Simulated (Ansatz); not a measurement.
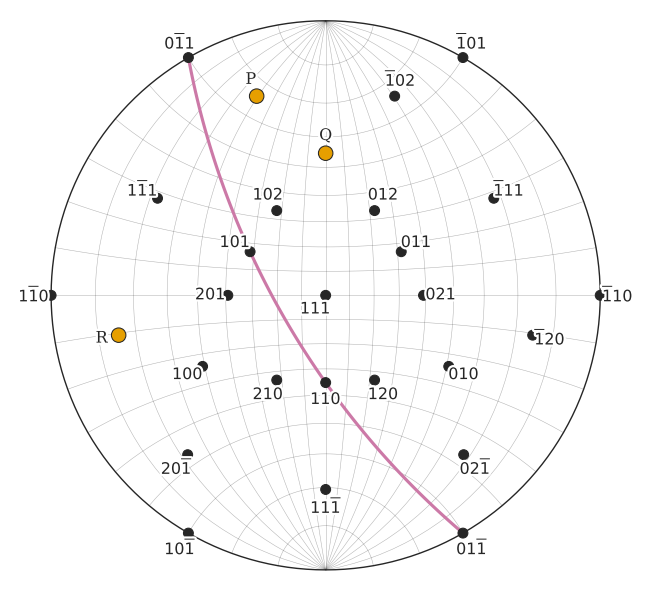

For Cu, the end point of a relaxation with DFT, PBE, PAW with Ansatz's default frozen-core files, scalar-relativistic (Ansatz 0.2.0); the starting structure was generated, so it need not be a known form of this composition: stereographic projection of plane normals (upper hemisphere) centred on (1 1 1). The drawing is computed from the coordinates (standard cell, symmetry found to 0.002 Å).

a = 3.630 Å, b = 3.630 Å, c = 3.630 Å, α = 90.00°, β = 90.00°, γ = 90.00°.

> Index the poles marked P, Q, R.

P is (0 −1 2), 75.0° from the centre; Q is (0 0 1), 54.7° from the centre; R is (2 −1 0), 75.0° from the centre.

> Which zone does the coloured great circle trace?

The zone [1 −1 −1]: its poles satisfy h − k − l = 0.

> What is the angle between the normals of (0 1 2) and (1 −1 1), and what are their d_hkl = 1/|g|?

75.0°; d = 1.623 Å and 2.096 Å.
